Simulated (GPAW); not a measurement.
Band structure of Co₂As (P-6m2, 3 atoms in the cell).

```xyz
3
Lattice="3.8494 0.0000 0.0000 -1.9247 3.3337 0.0000 0.0000 0.0000 2.7138" Properties=species:S:1:pos:R:3 pbc="T T T"
Co     1.9247     1.1112     0.0000
Co     0.0000     2.2225     1.3569
As     0.0000     0.0000     1.3569
```
Moments meant for the start (each program seeds them in its own way; μB, in the order of the atoms Co Co As): 3.0 3.0 0.0.

Level of theory: PBEsol, GPAW PAW datasets PBEsol (made by gpaw-setup) (plane waves; GPAW 25.7.0).

Settings: spinpol = true; mode = pw; ecut = 800 eV; xc = PBEsol; kpts = 7 7 8; mesh shift (steps) = 0 0 0; occupations.name = fermi-dirac; occupations.width = 0.1 eV; nbands = -11; symmetry.symmorphic = false; symmetry.tolerance = 0.0005; maxiter = 120; bandpath_npoints = 40.

The starting cell comes from a database of computed structures (which also holds hypothetical and non-ambient phases and stackings), without a prior relaxation at this level. Its lattice was rescaled by a random factor within 2.5 % of one. The magnetic order is the one reached from the typed start; others were not searched systematically.

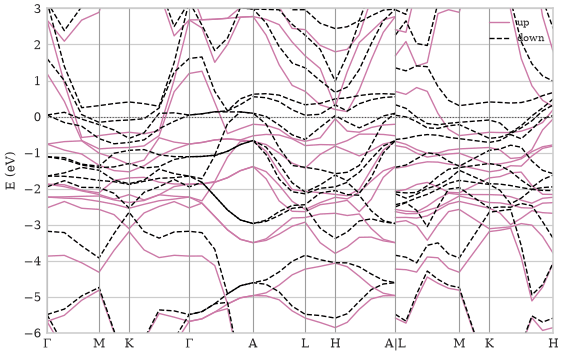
Bands along the path, energies from the Fermi level.

Levels in eV from the Fermi level, bands 9 to 16 of the first spin channel:
```json
[
 {"point": "Γ", "9": "-1.88", "10": "-0.76", "11": "-0.76", "12": "1.20", "13": "2.68", "14": "2.68", "15": "3.64", "16": "3.64"},
 {"point": "M", "9": "-2.12", "10": "-1.35", "11": "-1.02", "12": "-0.90", "13": "-0.53", "14": "2.89", "15": "5.90", "16": "10.44"},
 {"point": "K", "9": "-1.70", "10": "-1.53", "11": "-1.32", "12": "-0.86", "13": "-0.44", "14": "6.01", "15": "7.43", "16": "7.59"},
 {"point": "A", "9": "-0.69", "10": "-0.69", "11": "-0.53", "12": "-0.21", "13": "2.78", "14": "2.78", "15": "4.64", "16": "4.72"},
 {"point": "L", "9": "-2.07", "10": "-1.43", "11": "-0.81", "12": "-0.69", "13": "0.70", "14": "1.68", "15": "2.41", "16": "5.90"},
 {"point": "H", "9": "-2.16", "10": "-0.82", "11": "-0.79", "12": "-0.06", "13": "0.20", "14": "0.28", "15": "1.80", "16": "3.88"}
]
```

Bands cross the Fermi level along this path, so the cell is metallic at this level.

The net moment of the cell came out as 1.50 μB.
